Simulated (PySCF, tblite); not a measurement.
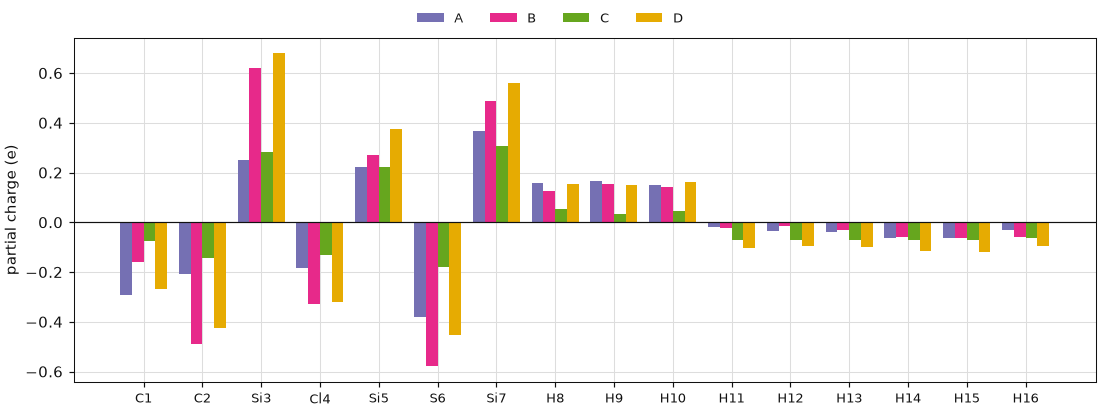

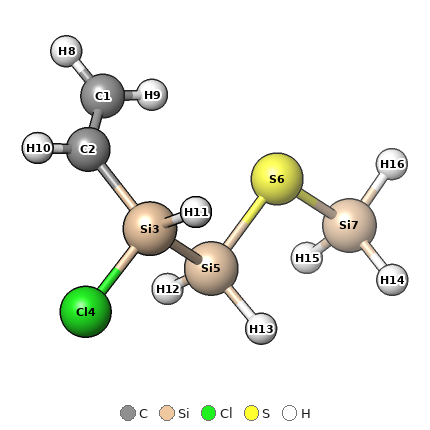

Atomic charges of C₂H₉ClSSi₃, SMILES C=C[Si@@H](Cl)[SiH2]S[SiH3] by 4 schemes, PBE0/pcSseg-1, PySCF, at a GFN2-xTB geometry (a minimum by its frequencies).

**The schemes are ESP fit, Hirshfeld, IAO and Mulliken. Which series is which?**

A: ESP fit (S6 −0.38 e); B: Mulliken (S6 −0.58 e); C: Hirshfeld (S6 −0.18 e); D: IAO (S6 −0.45 e).

Note: the tight-binding geometry is rougher than a DFT one and adds to the error; one conformer of a flexible molecule.
